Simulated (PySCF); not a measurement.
**TiO₂: singlet, from a linear start**

The task is one start of a wider search on TiO₂: the singlet, built as linear. It is relaxed, tested by its Hessian and followed downhill if it is a saddle.

Method: PBE0, basis Ti def2-TZVP, O def2-TZVP, no relativity, density fitting; program: PySCF 2.14.0.

### Step 1. Starting geometry

3 atoms, charge 0, spin multiplicity 1.

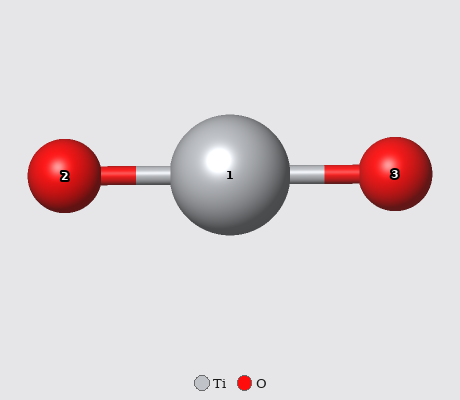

The starting geometry (titanium light grey, oxygen red); atoms are numbered from 1 in the order of the file.

```xyz
3
charge 0 multiplicity 1
Ti    0.0000    0.0000    0.0000
O     0.0000    0.0000    1.7400
O     0.0000    0.0000   -1.7400
```

### Step 2. Relaxing the singlet from the linear start

One driver script runs all steps and calls PySCF; scf.py shows how it sets up the SCF of each step. The optimiser is the driver's own. Before each start the driver seeks the lowest SCF state from one or more starting densities and follows internal instabilities, so scf.py alone need not reach the same state.

The program finds D∞h symmetry in the start, which this walk keeps. The walk stops when the largest gradient is under 0.0003 Eh/bohr and the energy has settled too.

The input, scf.py:

```python
from pyscf import gto, scf, dft
mol = gto.M(atom='''
Ti     0.000000     0.000000     0.000000
O      0.000000     0.000000     1.740000
O      0.000000     0.000000    -1.740000''',
    basis={'Ti': 'def2-TZVP', 'O': 'def2-TZVP'},
    charge=0, spin=0)
mf = dft.RKS(mol, xc='PBE0')
mf.grids.atom_grid = (50, 194)
aux = {'Ti': 'def2-universal-JKFIT', 'O': 'def2-universal-JKFIT'}
mf = mf.density_fit(auxbasis=aux)
mf.kernel()
```

Energy and gradient, step by step:

```csv
step,energy (Eh),change (kJ/mol),largest symmetric gradient (Eh/bohr)
0,-999.577289,0.00,0.03935
1,-999.580695,-8.94,0.00705
2,-999.580787,-9.18,0.00087
3,-999.580788,-9.19,0.00002
```

The walk needed 3.6 s of wall time on 4 threads, shared host.

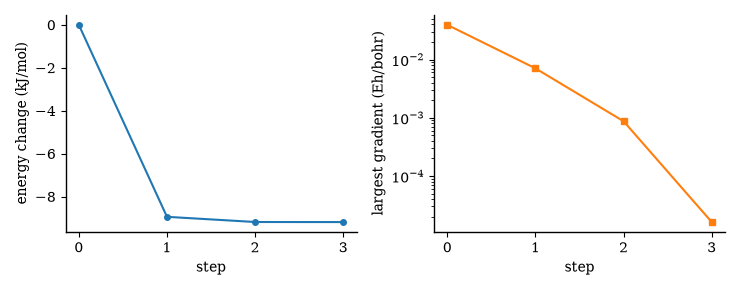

Energy and largest gradient along the walk.

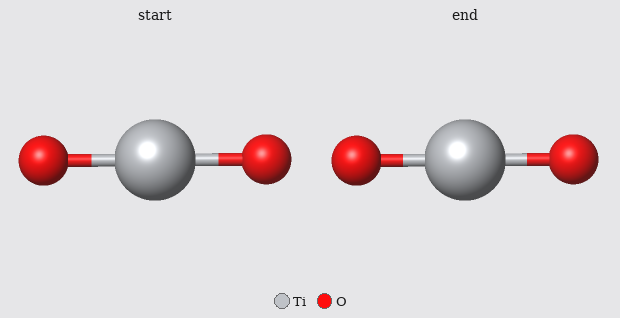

The geometry along the walk, at one scale.

After 3 steps and 9.2 kJ/mol it ends at D∞h: Ti–O 1.695 Å (×2); O–Ti–O 180.0°.

### Step 3. Frequencies

On the finer grid the gradient is checked again; gradients at displacements of ±0.01 bohr then give force constants and infrared intensities.

Changes to scf.py since step 2:

```diff
@@ -4,2 +4,2 @@
-O      0.000000     0.000000     1.740000
-O      0.000000     0.000000    -1.740000''',
+O      0.000000     0.000000     1.694798
+O      0.000000    -0.000000    -1.694798''',
@@ -9 +9 @@
-mf.grids.atom_grid = (50, 194)
+mf.grids.atom_grid = (75, 302)
```

The driver hands on the density of the step before, so the log starts near convergence.

Log of the central SCF (cycles and frontier levels):

```text
init E= -999.580791372279
  HOMO = -0.25802257132039  LUMO = -0.148441105051227  gap/eV = 2.98186
cycle= 1 E= -999.580791368515  delta_E= 3.76e-09  |g|= 0.00015  |ddm|= 7.71e-05
  HOMO = -0.258041583894655  LUMO = -0.148400186135901  gap/eV = 2.98349
cycle= 2 E= -999.580791319303  delta_E= 4.92e-08  |g|= 0.000542  |ddm|= 0.000279
  HOMO = -0.258026556386395  LUMO = -0.14843188272168  gap/eV = 2.98222
cycle= 3 E= -999.580791372579  delta_E= -5.33e-08  |g|= 6.32e-06  |ddm|= 0.000219
  HOMO = -0.258026546444318  LUMO = -0.148432042001364  gap/eV = 2.98222
cycle= 4 E= -999.580791372588  delta_E= -8.87e-12  |g|= 3.85e-07  |ddm|= 3.09e-06
  HOMO = -0.25802665990373  LUMO = -0.148432170481344  gap/eV = 2.98222
Extra cycle  E= -999.580791372587  delta_E= 9.09e-13  |g|= 7.72e-07  |ddm|= 6.16e-07
converged SCF energy = -999.580791372587
```

The whole step took 8.2 s.

Geometry: D∞h; Ti–O 1.695 Å (×2); O–Ti–O 180.0°.

Modes, for the most abundant isotopes:

```tsv
symmetry	ω (cm⁻¹)	IR (km/mol)	type
πu	403i	497	bend
σu+	926	932	stretch
σg+	927	0.0	stretch
```

2 modes are imaginary, the largest at 403i cm⁻¹: a saddle point, not a minimum.

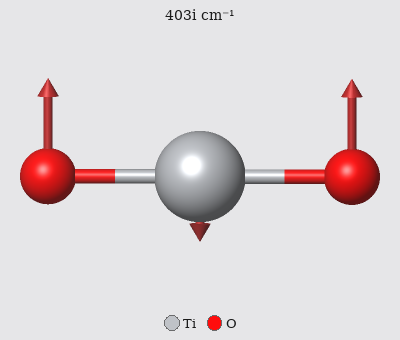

The imaginary mode, as arrows.

Constants and moments:

```
Dipole moment                                                   : 0.00 D
Highest occupied level                                          : -7.02 eV
Lowest empty level                                              : -4.04 eV
Rotational constants                                            : 0.1835 cm⁻¹
Zero-point energy (real modes)                                  : 11.1 kJ/mol
Principal polarisabilities                                      : 26.4, 26.4, 60.0 bohr³
Atomisation energy without zero-point energy                    : 1051 kJ/mol
Principal traceless quadrupole moments about the centre of mass : -22.70, 11.35, 11.35 D Å
```

Charges (e) and bond orders:

```csv
atom,Mulliken,Löwdin,polar tensor,Mayer order to Ti1
Ti1,1.38,0.81,2.90,–
"O2,3",-0.69,-0.40,-1.45,1.83
```

Mulliken populations on Ti1: s 6.03, p 12.40, d 2.13, f 0.06.

### Step 4. Following the imaginary mode

The start is the last point, displaced along its most imaginary mode.

The program finds C2v symmetry in the start, which this walk keeps. Threshold on the gradient: 0.0003 Eh/bohr, with a further test on the energy change.

Changes to scf.py since step 3:

```diff
@@ -3,3 +3,3 @@
-Ti     0.000000     0.000000     0.000000
-O      0.000000     0.000000     1.694798
-O      0.000000    -0.000000    -1.694798''',
+Ti     0.001307     0.080051    -0.000000
+O     -0.001959    -0.119984     1.694798
+O     -0.001959    -0.119984    -1.694798''',
@@ -9 +9 @@
-mf.grids.atom_grid = (75, 302)
+mf.grids.atom_grid = (50, 194)
```

Steps of the walk:

| step | energy (Eh) | change (kJ/mol) | largest symmetric gradient (Eh/bohr) |
| --- | --- | --- | --- |
| 0 | -999.587954 | 0.00 | 0.03227 |
| 1 | -999.602991 | -39.48 | 0.04306 |
| 2 | -999.621625 | -88.40 | 0.04776 |
| 3 | -999.635579 | -125.04 | 0.08886 |
| 4 | -999.649492 | -161.57 | 0.01906 |
| 5 | -999.651632 | -167.19 | 0.00757 |
| 6 | -999.651706 | -167.38 | 0.00188 |
| 7 | -999.651710 | -167.39 | 0.00001 |

The walk took 7.6 s.

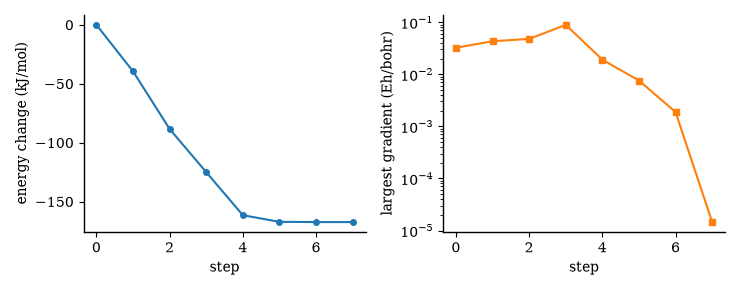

How energy and gradient fall.

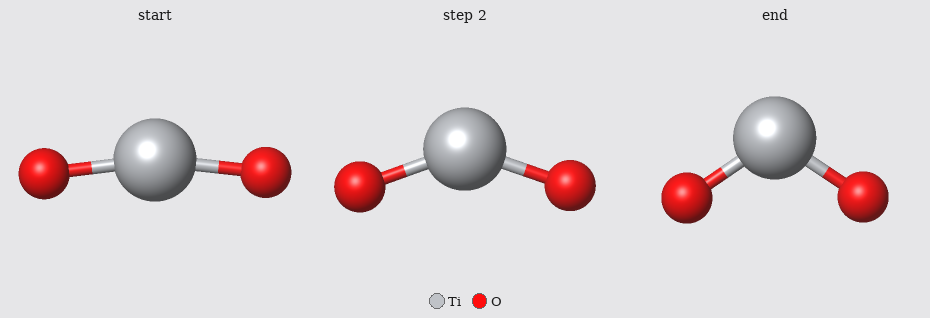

Start and end of the relaxation, with a step between.

End point (C2v, 7 steps, 167.4 kJ/mol gained): Ti–O 1.628 Å (×2); O–Ti–O 111.8°.

### Step 5. Hessian and properties

As before: finer grid, then central differences.

Changes to scf.py since step 4:

```diff
@@ -3,3 +3,3 @@
-Ti     0.001307     0.080051    -0.000000
-O     -0.001959    -0.119984     1.694798
-O     -0.001959    -0.119984    -1.694798''',
+Ti     0.005968     0.365491    -0.000000
+O     -0.008936    -0.547261     1.347727
+O     -0.008936    -0.547261    -1.347727''',
@@ -9 +9 @@
-mf.grids.atom_grid = (50, 194)
+mf.grids.atom_grid = (75, 302)
```

Log of the central SCF (cycles and frontier levels):

```text
init E= -999.651792821585
  HOMO = -0.266016594727642  LUMO = -0.100850904062941  gap/eV = 4.49439
cycle= 1 E= -999.651792821253  delta_E= 3.32e-10  |g|= 4.53e-05  |ddm|= 2.22e-05
  HOMO = -0.266021516457827  LUMO = -0.100845323898484  gap/eV = 4.49467
cycle= 2 E= -999.651792815515  delta_E= 5.74e-09  |g|= 0.000189  |ddm|= 8.62e-05
  HOMO = -0.266016690328979  LUMO = -0.100849472291559  gap/eV = 4.49443
cycle= 3 E= -999.651792821612  delta_E= -6.1e-09  |g|= 4.44e-06  |ddm|= 6.88e-05
  HOMO = -0.266017040887883  LUMO = -0.100849593154837  gap/eV = 4.49444
cycle= 4 E= -999.651792821606  delta_E= 5.23e-12  |g|= 2.34e-06  |ddm|= 2.87e-06
  HOMO = -0.266017172357142  LUMO = -0.100849708305776  gap/eV = 4.49444
Extra cycle  E= -999.651792821598  delta_E= 8.64e-12  |g|= 7.25e-06  |ddm|= 4.27e-06
converged SCF energy = -999.651792821598
```

The whole step took 12 s.

Geometry: C2v; Ti–O 1.628 Å (×2); O–Ti–O 111.8°.

Harmonic modes (main isotopes):

| symmetry | ω (cm⁻¹) | IR (km/mol) |
| --- | --- | --- |
| a1 | 353 | 14.6 |
| b2 | 1010 | 479 |
| a1 | 1060 | 43.8 |

All wavenumbers are real: a minimum.

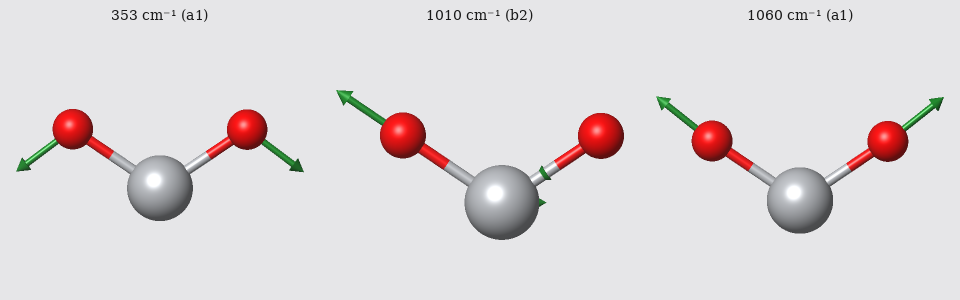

Displacements of 3 of the modes, as arrows (one member where a mode is degenerate).

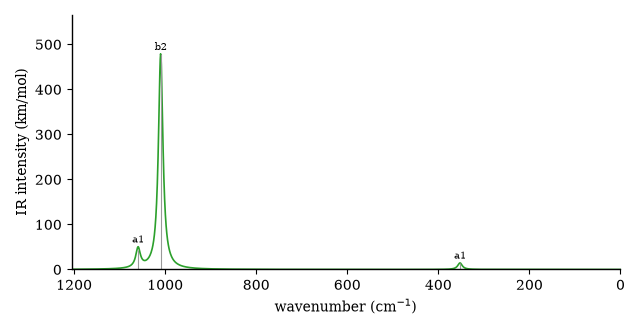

The harmonic infrared spectrum (widths in cm⁻¹). Lines are broadened to a width of 12 cm⁻¹ (Lorentzian).

Constants and moments:

```yaml
Dipole_moment: 6.82 D
Highest_occupied_level: -7.24 eV
Lowest_empty_level: -2.74 eV
Rotational_constants: 1.054, 0.2901, 0.2275 cm⁻¹
Zero-point_energy: 14.5 kJ/mol
Principal_polarisabilities: 18.2, 23.5, 44.8 bohr³
Atomisation_energy_without_zero-point_energy: 1237 kJ/mol
Principal_traceless_quadrupole_moments_about_the_centre_of_mass: -13.53, 6.12, 7.40 D Å
Entropy_at_298.15_K_and_1_bar: 258.1 J/(mol K)
Heat_capacity_Cp_at_298.15_K: 42.7 J/(mol K)
Enthalpy_at_298.15_K_above_0_K: 11.03 kJ/mol
Rotational_symmetry_number: 2
```

Populations by atom (charges in e):

```csv
atom,Mulliken,Löwdin,polar tensor,Mayer order to Ti1
Ti1,1.18,0.57,1.88,–
"O2,3",-0.59,-0.28,-0.94,2.08
```

Outer orbital energies (eV). occupied: -23.80, -23.37, -9.62, -9.26, -8.97, -8.50, -8.19, -7.24; empty: -2.74, -1.74, -1.67, 0.15.

Mulliken populations on Ti1: s 6.05, p 12.22, d 2.50, f 0.05.

### Step 6. Would spin polarisation lower it?

At the lowest minimum the closed shell is tested against spin polarisation, on the (50, 194) grid. It is stable.

### Step 7. The points found, side by side

| spin | group | bonds | imaginary modes (cm⁻¹) | ΔE (kJ/mol) | with zero-point energy |
| --- | --- | --- | --- | --- | --- |
| singlet | C2v | Ti–O 1.628 Å (×2) | none | 0.0 | 0.0 |
| singlet | D∞h | Ti–O 1.695 Å (×2) | 403i, 403i | 186.4 | – |

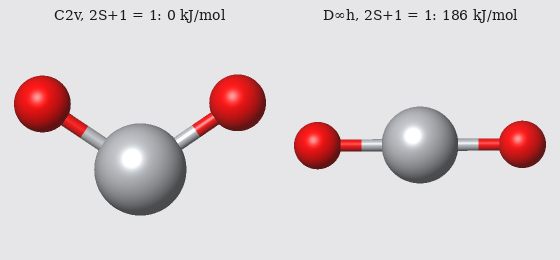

The points, lowest first (titanium light grey, oxygen red).

### Step 8. Summary of results

| quantity | value |
| --- | --- |
| minimum | singlet, C2v |
| geometry | Ti–O 1.628 Å (×2); O–Ti–O 111.8° |
| wavenumbers (cm⁻¹) | 353 (a1), 1010 (b2), 1060 (a1) |
| dipole moment | 6.82 D |
| highest occupied, lowest empty level | -7.24, -2.74 eV |
| polar-tensor charge of Ti1 | +1.88 e |
| zero-point energy | 14.5 kJ/mol |
| entropy at 298.15 K | 258.1 J/(mol K) |
| atomisation energy (no zero-point energy) | 1237 kJ/mol |

In words: The linear start (D∞h) ends in a minimum of C2v symmetry, after a first stop at a second-order saddle point 186.4 kJ/mol higher, from which it was pushed off along an imaginary mode. The strongest infrared band lies at 1010 cm⁻¹ (b2, stretch). With 6.8 D the molecule is strongly polar. Only this shape and spin were tried, so other structures or states may lie lower.

The search up to here needed 37 s of wall time on 4 threads, shared host.
